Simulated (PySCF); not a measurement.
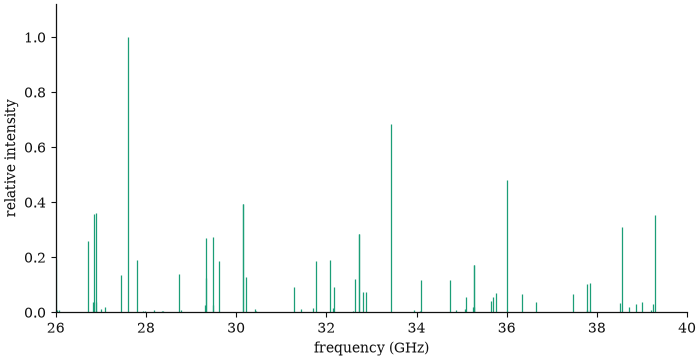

Simulated rotational absorption lines between 26 and 40 GHz at 1.5 K: rigid rotor with the equilibrium constants and dipole of one optimised conformer (PBE0-D3(BJ)/def2-SVP, PySCF 2.14.0), commonest isotopes; no centrifugal distortion, hyperfine structure, internal rotation or nuclear-spin weights; lines within 1 MHz of each other are summed.

**Which molecule gives this spectrum?**
A. C₅H₁₅NSi (SiHMe2(NMeEt)), SMILES [H][Si](C)(C)N(C)CC
B. C₆H₁₆Si (SiHMe2(nBu)), SMILES [H][Si](C)(C)CCCC
C. C₆H₁₆OSi, SMILES [H][Si](C)(C)OC(C)(C)C
D. C₄H₇Ga, SMILES CC#C[CH2][GaH2], singlet

Option A. Rotational constants A, B, C = 2.923, 1.403, 1.154 GHz, |μa|, |μb|, |μc| = 0.10, 0.23, 0.66 D.

Note: coarse grid, loose stop and no frequency check, small forces are noise and the end may be a saddle.
